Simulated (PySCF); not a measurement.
**C4H3ClFN, SMILES `N#C/C=C(\F)CCl`: what the electrons do**

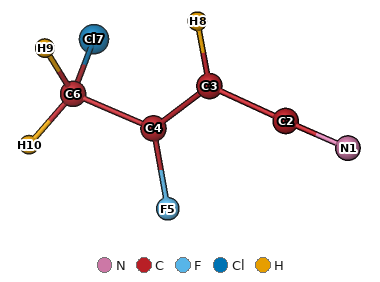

The molecule, with its atoms numbered as below. No frequency check shows the geometry to be a minimum.

Geometry (Å), atoms numbered from 1:

```
N1      -3.4312   -0.4426   -0.3775
C2      -2.3524   -0.4768    0.0065
C3      -1.0339   -0.5441    0.4958
C4      -0.1231    0.4145    0.3065
F5      -0.4329    1.5213   -0.3816
C6       1.2869    0.3777    0.7787
Cl7      2.2906   -0.5312   -0.4155
H8      -0.7714   -1.4342    1.0473
H9       1.3822   -0.1418    1.7302
H10      1.6983    1.3848    0.8383
```

## 1. Excited states

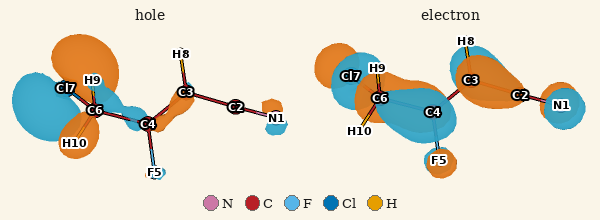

Leading natural transition orbital pair of S₁ (TDA singlet states); the surfaces enclose about 70 % of each orbital's density.

Computed with PySCF, PBE0/def2-SVP, geometry: GFN2-xTB. Without diffuse functions Rydberg states are missing, so the states' numbers hold for this basis only.

**Give its energy and the atoms that hole and electron lie on.**

5.74 eV (216 nm), f = 0.060; the leading pair carries 99 %; hole on Cl7 (77 %) and C6 (6 %), electron on C4 (24 %), C3 (18 %) and Cl7 (17 %); their centroids lie 2.1 Å apart; S₂ lies within 0.1 eV of it. In canonical orbitals it is mainly HOMO−1 → LUMO (43 %). The HOMO–LUMO gap is 6.15 eV.

## 2. In an electric field

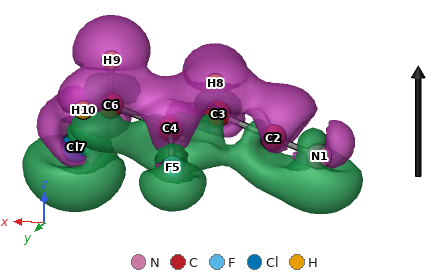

Change of the electron density in a uniform field of 0.10 V/Å along +z (arrow), surfaces at ±0.0005 e/Å³ (green: gain, purple: loss).

Method: BP86/cc-pVDZ; geometry: GFN2-xTB; program: PySCF. A basis without diffuse functions makes polarisabilities too small.

The field was applied in both directions; the picture shows the one opposite to the script's first.

**How large is the response?**

The induced dipole is 0.20 D (along the field); α along this axis, from the fields in both directions, is 40 bohr³ (5.9 Å³).

## 3. Localised orbitals

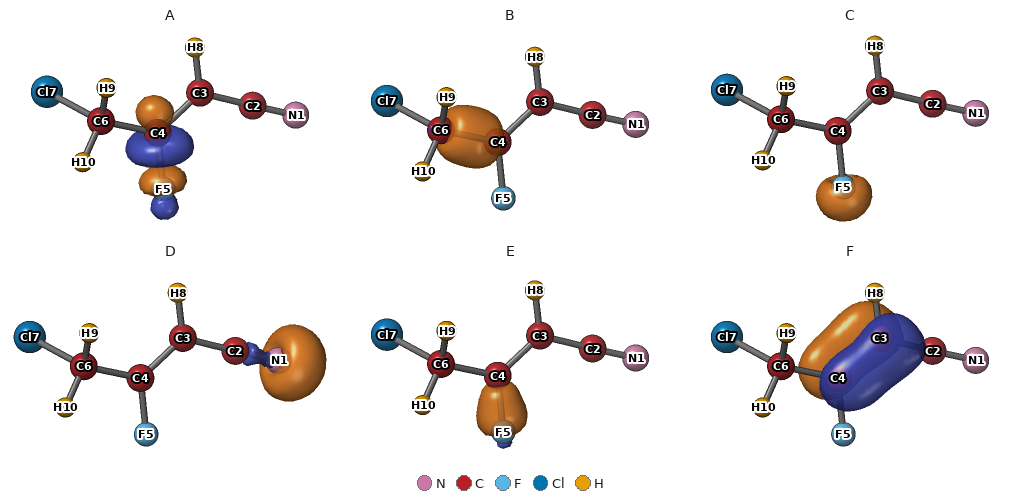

Intrinsic bond orbitals (IBO), occupied and valence-virtual; each surface holds about 70 % of the orbital's density. Energies are diagonal elements of the Fock matrix.

PySCF calculation, BLYP/6-311+G**, gas phase; geometry: GFN2-xTB.

**Identify each orbital.**

By panel:
- A: σ* orbital C4–F5, mostly on C4 (C4 68 %, F5 30 %; 4.7 eV)
- B: σ bond C4–C6 (C4 50 %, C6 49 %; −16.1 eV)
- C: lone pair on F5 (sp0.4-type) (F5 100 %; −22.6 eV)
- D: lone pair on N1 (sp1-type) (N1 99 %; −9.5 eV)
- E: σ bond F5–C4 (F5 69 %, C4 30 %; −23.7 eV)
- F: π bond C3–C4 (C3 51 %, C4 43 %, C2 3 %; −8.9 eV)

**Which has the smallest and which the largest spatial spread?**

Smallest: C (0.60 Å); largest: F (1.25 Å).
